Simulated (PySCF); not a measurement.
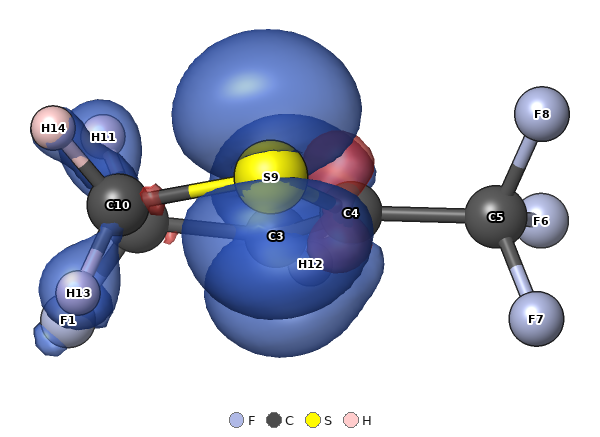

The picture shows: C₅H₄F₄S (charge +1, doublet). Isosurfaces of the spin density at +0.02 (blue) and −0.02 e/Å³ (red), seen from one side.

Geometry: GFN2-xTB.

Level of theory: PySCF 2.14.0, density-fitted response routines, UKS B3LYP, pcH-1 on C F H S, non-relativistic, mean-field spin-orbit, GIAO.

```csv
atom,x (Å),y (Å),z (Å)
F,-2.5170,-0.8476,0.4231
C,-1.5213,-0.3727,-0.3637
C,-0.1844,-0.9077,0.0185
C,0.7861,0.0241,0.1078
C,2.2481,-0.2451,0.4382
F,2.5179,-1.5382,0.3609
F,2.5267,0.1771,1.6686
F,3.0376,0.4104,-0.4101
S,0.2687,1.6562,-0.1680
C,-1.4558,1.1623,-0.3152
H,-1.7598,-0.7264,-1.3879
H,-0.0422,-1.9645,0.2024
H,-2.0015,1.5158,0.5697
H,-1.9036,1.6559,-1.1814
```

Where is the unpaired spin?

Answer. The unpaired spin (1 electron) lies mostly on S9 (about 0.5) and C3 (about 0.3), in electrons by Hirshfeld's partition.
